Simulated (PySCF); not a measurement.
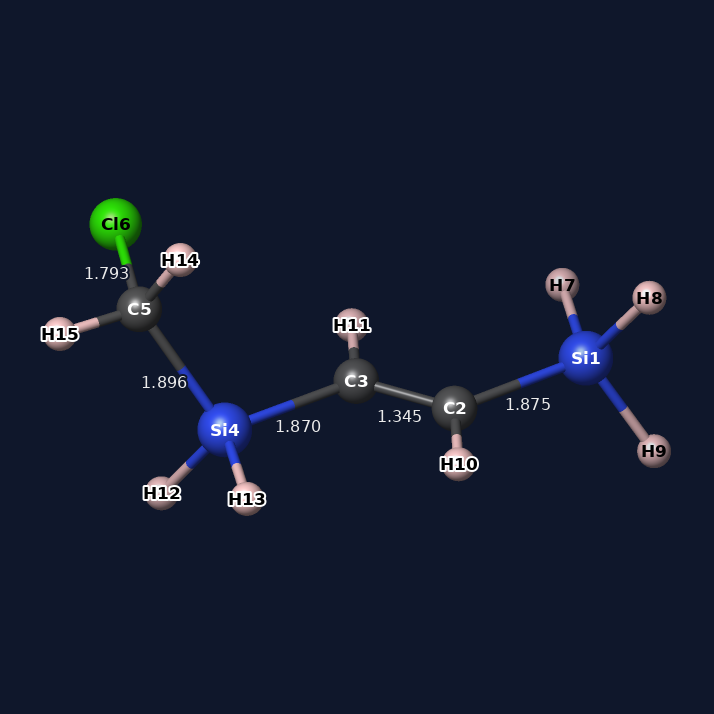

Bond lengths are marked in Å; every bond is drawn as one stick. The geometry was computed by an optimisation with PBE0-D3(BJ)/def2-SVP. No frequency run is at hand to confirm it as a minimum.

### Which of the marked bonds are single, double, triple or aromatic?

Si1–C2 single; C2–C3 double; C3–Si4 single; Si4–C5 single; C5–Cl6 single.

### Write the SMILES.

[SiH3]/C=C/[SiH2]CCl
